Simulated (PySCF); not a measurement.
# Yb2H6: forces at shaken geometries

Aim: move all atoms of relaxed Yb2H6 at random and read energies and forces. The structure is generated, not taken from experiment.

Computed with PySCF 2.14.0. Level: BP86, Yb lcecp-1-SVP with ECP59, H def2-SVP; scalar-relativistic core potentials, no spin–orbit coupling.

2 further runs of the same task are left out: 1 for a known fault of the program, 1 that didn't finish.

### Step 1. Starting geometry

8 atoms, charge 0, spin multiplicity 1.

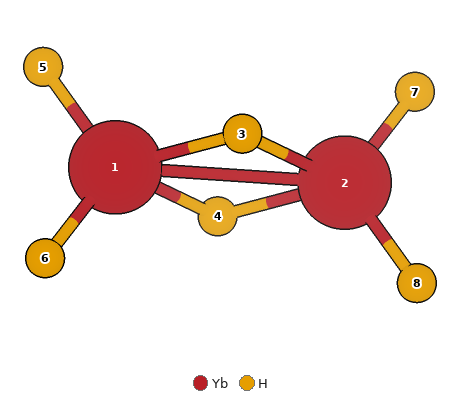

The structure; ytterbium red, hydrogen amber; atoms are numbered from 1 in the order of the file.

Coordinates:

| atom | x (Å) | y (Å) | z (Å) |
| --- | --- | --- | --- |
| Yb1 | 0.0000 | 0.0000 | 1.7279 |
| Yb2 | 0.0000 | 0.0000 | -1.7279 |
| H3 | 1.2484 | 0.0000 | 0.0000 |
| H4 | -1.2484 | 0.0000 | 0.0000 |
| H5 | 0.0000 | 1.6440 | 2.8008 |
| H6 | 0.0000 | -1.6440 | 2.8008 |
| H7 | 0.0000 | 1.6440 | -2.8008 |
| H8 | 0.0000 | -1.6440 | -2.8008 |

Formal oxidation states: Yb +3. Each metal's 13 4f electrons lie in its core potential, so multiplicities, spins and levels count the valence alone. An earlier session relaxed this geometry at BP86, Yb lcecp-1-SVP with ECP59, H def2-SVP (singlet, point group D2h).

Its energy there is -82.446330 Eh.

### Step 2. Atoms moved at random, σ = 0.06 Å

File run.py (the lines that set the calculation):

```python
mol = gto.M(atom='''
Yb    -0.05126    -0.02509     1.69398
Yb    -0.05639     0.00839    -1.66197
H      1.29016    -0.05959     0.08482
H     -1.21276    -0.00639     0.01843
H      0.01128     1.65630     2.72955
H      0.02062    -1.64702     2.76973
H      0.05988     1.73468    -2.83791
H     -0.06153    -1.66128    -2.79662''',
    basis={'Yb': 'lcecp-1-SVP', 'H': 'def2-SVP'},
    ecp={'Yb': 'lcecp-1-SVP'},
    charge=0, spin=0)
mf = dft.RKS(mol, xc='B88,P86')
mf.grids.atom_grid = (50, 194)  # f atoms: unpruned, at least (60, 302)
mf = mf.density_fit()  # fitting sets: Yb AutoAux, H def2-universal-JKFIT
mf.conv_tol = 1e-08; mf.max_cycle = 55
mf.kernel(dm0)  # dm0: the density of the relaxed state
```

On the command line:

```
$ OMP_NUM_THREADS=2 python run.py
```

Log:

```text
init E= -82.4416846244823
  HOMO = -0.22483701785566  LUMO = -0.116324592191697  gap/eV = 2.95277
cycle= 1 E= -82.439964571323  delta_E= 0.00172  |g|= 0.0369  |ddm|= 0.193
  HOMO = -0.215858092963256  LUMO = -0.115698799467161  gap/eV = 2.72547
cycle= 2 E= -82.4397068885451  delta_E= 0.000258  |g|= 0.045  |ddm|= 0.154
  HOMO = -0.219831011077112  LUMO = -0.112714435529332  gap/eV = 2.91479
cycle= 3 E= -82.4405318530915  delta_E= -0.000825  |g|= 0.00501  |ddm|= 0.0852
  HOMO = -0.220274208987524  LUMO = -0.113573947359314  gap/eV = 2.90346
cycle= 4 E= -82.4405434443986  delta_E= -1.16e-05  |g|= 0.000952  |ddm|= 0.0128
  HOMO = -0.220304924492265  LUMO = -0.113480612528119  gap/eV = 2.90684
cycle= 5 E= -82.4405437725859  delta_E= -3.28e-07  |g|= 0.000284  |ddm|= 0.00235
  HOMO = -0.220299408551208  LUMO = -0.113493147402727  gap/eV = 2.90635
cycle= 6 E= -82.4405438063238  delta_E= -3.37e-08  |g|= 6.63e-05  |ddm|= 0.000623
  HOMO = -0.220295908679067  LUMO = -0.113490306579754  gap/eV = 2.90633
cycle= 7 E= -82.4405438114351  delta_E= -5.11e-09  |g|= 1.24e-05  |ddm|= 0.000129
  HOMO = -0.220298395783967  LUMO = -0.113489705566458  gap/eV = 2.90641
Extra cycle  E= -82.4405438114125  delta_E= 2.27e-11  |g|= 1.44e-05  |ddm|= 5.53e-05
converged SCF energy = -82.4405438114125
```

It took 9.4 s on 2 threads of Arm Neoverse N1, shared host.

It gives: E = -82.440544 Eh (+0.157 eV from the relaxed state), HOMO -5.99 eV, LUMO -3.09 eV, Mulliken charge on Yb1 +0.65 e, largest force component 1.191 eV/Å. 

| atom | Fx | Fy | Fz (eV/Å) |
| --- | --- | --- | --- |
| Yb1 | 0.307 | 0.202 | 0.773 |
| Yb2 | 0.610 | 0.295 | -1.191 |
| H3 | -0.232 | 0.023 | -0.395 |
| H4 | -0.489 | 0.001 | -0.082 |
| H5 | -0.029 | -0.087 | -0.034 |
| H6 | -0.043 | -0.112 | 0.078 |
| H7 | -0.092 | -0.674 | 0.542 |
| H8 | -0.033 | 0.352 | 0.310 |

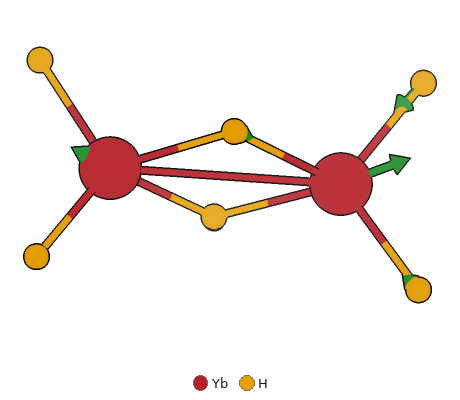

Forces as arrows, the longest for the largest force.

### Step 3. Atoms moved at random, σ = 0.03 Å

File run.py (the lines that set the calculation):

```python
mol = gto.M(atom='''
Yb    -0.01188    -0.03232     1.71994
Yb     0.02786    -0.01078    -1.72518
H      1.21176     0.05590     0.00899
H     -1.23261    -0.04602    -0.03129
H      0.04114     1.66831     2.80846
H     -0.02844    -1.63374     2.82384
H      0.00192     1.61627    -2.83058
H     -0.00974    -1.61762    -2.77418''',
    basis={'Yb': 'lcecp-1-SVP', 'H': 'def2-SVP'},
    ecp={'Yb': 'lcecp-1-SVP'},
    charge=0, spin=0)
mf = dft.RKS(mol, xc='B88,P86')
mf.grids.atom_grid = (50, 194)  # f atoms: unpruned, at least (60, 302)
mf = mf.density_fit()  # fitting sets: Yb AutoAux, H def2-universal-JKFIT
mf.conv_tol = 1e-08; mf.max_cycle = 55
mf.kernel(dm0)  # dm0: the density of the relaxed state
```

On the command line:

```
$ OMP_NUM_THREADS=2 python run.py
```

Log:

```text
init E= -82.4483987633593
  HOMO = -0.22115086554585  LUMO = -0.106661123176829  gap/eV = 3.11542
cycle= 1 E= -82.4449015752829  delta_E= 0.0035  |g|= 0.0164  |ddm|= 0.0989
  HOMO = -0.219522573273721  LUMO = -0.10718635056614  gap/eV = 3.05682
cycle= 2 E= -82.4448636792738  delta_E= 3.79e-05  |g|= 0.0193  |ddm|= 0.0629
  HOMO = -0.220985978509761  LUMO = -0.106724360981655  gap/eV = 3.10922
cycle= 3 E= -82.4450132944003  delta_E= -0.00015  |g|= 0.00137  |ddm|= 0.0329
  HOMO = -0.221125496472317  LUMO = -0.106928291615058  gap/eV = 3.10746
cycle= 4 E= -82.4450140639976  delta_E= -7.7e-07  |g|= 0.000506  |ddm|= 0.00394
  HOMO = -0.221098689071108  LUMO = -0.106862104628765  gap/eV = 3.10854
cycle= 5 E= -82.445014178162  delta_E= -1.14e-07  |g|= 0.000117  |ddm|= 0.00124
  HOMO = -0.221097051507838  LUMO = -0.106869955474413  gap/eV = 3.10828
cycle= 6 E= -82.4450141835071  delta_E= -5.35e-09  |g|= 2.32e-05  |ddm|= 0.000251
  HOMO = -0.221098460152767  LUMO = -0.106867120533899  gap/eV = 3.10839
Extra cycle  E= -82.4450141834256  delta_E= 8.15e-11  |g|= 2.67e-05  |ddm|= 9.1e-05
converged SCF energy = -82.4450141834256
```

Wall time 8.9 s (2 threads of Arm Neoverse N1, shared host).

It gives: E = -82.445014 Eh (+0.036 eV from the relaxed state), HOMO -6.02 eV, LUMO -2.91 eV, Mulliken charge on Yb1 +0.66 e, largest force component 0.589 eV/Å. 

| atom | Fx | Fy | Fz (eV/Å) |
| --- | --- | --- | --- |
| Yb1 | -0.060 | 0.589 | 0.237 |
| Yb2 | -0.075 | 0.385 | -0.035 |
| H3 | 0.197 | -0.105 | 0.049 |
| H4 | -0.069 | -0.003 | 0.095 |
| H5 | -0.036 | -0.355 | -0.229 |
| H6 | 0.022 | -0.160 | 0.042 |
| H7 | -0.004 | -0.011 | 0.026 |
| H8 | 0.025 | -0.341 | -0.185 |

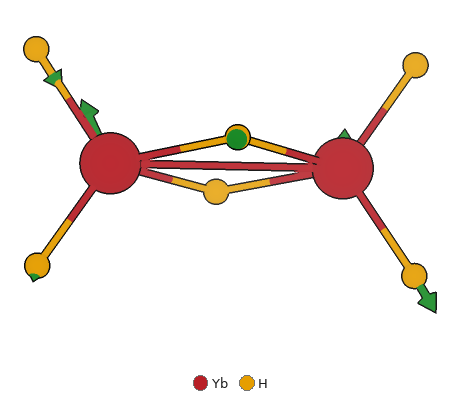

Forces as arrows, the longest for the largest force.

### Step 4. Atoms moved at random, σ = 0.06 Å

File run.py (the lines that set the calculation):

```python
mol = gto.M(atom='''
Yb    -0.09756     0.01521     1.72385
Yb    -0.02611    -0.00576    -1.65238
H      1.33710     0.07183     0.04663
H     -1.22038    -0.05094    -0.08051
H      0.00124     1.61399     2.69186
H      0.03846    -1.65336     2.83807
H     -0.08548     1.65486    -2.76927
H      0.05273    -1.64582    -2.79825''',
    basis={'Yb': 'lcecp-1-SVP', 'H': 'def2-SVP'},
    ecp={'Yb': 'lcecp-1-SVP'},
    charge=0, spin=0)
mf = dft.RKS(mol, xc='B88,P86')
mf.grids.atom_grid = (50, 194)  # f atoms: unpruned, at least (60, 302)
mf = mf.density_fit()  # fitting sets: Yb AutoAux, H def2-universal-JKFIT
mf.conv_tol = 1e-08; mf.max_cycle = 55
mf.kernel(dm0)  # dm0: the density of the relaxed state
```

On the command line:

```
$ OMP_NUM_THREADS=2 python run.py
```

Log:

```text
init E= -82.4450280794887
  HOMO = -0.22490097882036  LUMO = -0.112821976121351  gap/eV = 3.04983
cycle= 1 E= -82.4394897161336  delta_E= 0.00554  |g|= 0.0353  |ddm|= 0.236
  HOMO = -0.213869496411397  LUMO = -0.110844779928672  gap/eV = 2.80345
cycle= 2 E= -82.4394364363507  delta_E= 5.33e-05  |g|= 0.0386  |ddm|= 0.14
  HOMO = -0.217648769419028  LUMO = -0.110171916346505  gap/eV = 2.92459
cycle= 3 E= -82.4400274147651  delta_E= -0.000591  |g|= 0.00364  |ddm|= 0.0686
  HOMO = -0.218105863173876  LUMO = -0.110468015380445  gap/eV = 2.92898
cycle= 4 E= -82.4400325007779  delta_E= -5.09e-06  |g|= 0.00114  |ddm|= 0.00917
  HOMO = -0.218153903792492  LUMO = -0.110407993238931  gap/eV = 2.93192
cycle= 5 E= -82.4400330434552  delta_E= -5.43e-07  |g|= 0.00022  |ddm|= 0.0026
  HOMO = -0.218113508586655  LUMO = -0.110418414406046  gap/eV = 2.93053
cycle= 6 E= -82.4400330647588  delta_E= -2.13e-08  |g|= 6.22e-05  |ddm|= 0.000586
  HOMO = -0.21811697925336  LUMO = -0.110414924948155  gap/eV = 2.93072
cycle= 7 E= -82.4400330663217  delta_E= -1.56e-09  |g|= 1.13e-05  |ddm|= 0.000138
  HOMO = -0.218119263650641  LUMO = -0.110415460555166  gap/eV = 2.93077
Extra cycle  E= -82.4400330663076  delta_E= 1.41e-11  |g|= 1.29e-05  |ddm|= 4.55e-05
converged SCF energy = -82.4400330663076
```

Run time: 9.4 s. Hardware: 2 threads of Arm Neoverse N1, shared host.

It gives: E = -82.440033 Eh (+0.171 eV from the relaxed state), HOMO -5.94 eV, LUMO -3.00 eV, Mulliken charge on Yb1 +0.67 e, largest force component 1.292 eV/Å. 

| atom | Fx | Fy | Fz (eV/Å) |
| --- | --- | --- | --- |
| Yb1 | 0.392 | -0.992 | -0.273 |
| Yb2 | 0.769 | 0.063 | -1.292 |
| H3 | -0.478 | -0.050 | 0.124 |
| H4 | -0.523 | 0.001 | 0.707 |
| H5 | -0.029 | 0.678 | 0.453 |
| H6 | -0.064 | 0.320 | -0.165 |
| H7 | -0.025 | -0.217 | 0.218 |
| H8 | -0.041 | 0.197 | 0.228 |

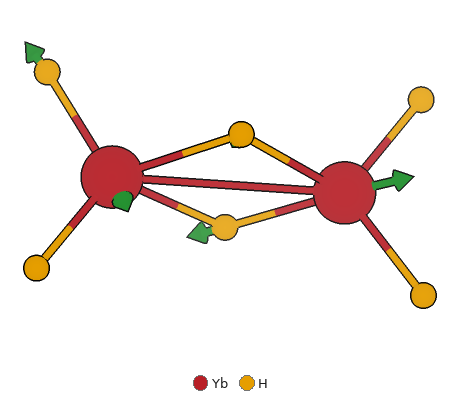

Forces as arrows, the longest for the largest force.

### Step 5. The displacements side by side

| σ (Å) | energy rise (eV) | harmonic estimate −½ F·u (eV) | largest force component (eV/Å) |
| --- | --- | --- | --- |
| 0.06 | 0.157 | 0.156 | 1.19 |
| 0.03 | 0.036 | 0.035 | 0.59 |
| 0.06 | 0.171 | 0.179 | 1.29 |

Every displacement raises the energy. For a harmonic well the rise equals −½ F·u; the two differ by at most 5 % here (a move with σ = 0.06 Å), from anharmonicity, the grid and the small forces left at the relaxed point. These are double-zeta-type bases without diffuse functions. Spin–orbit coupling is left out. The core potential fixes the 4f count, so no charge can pass from the ligands into that shell.
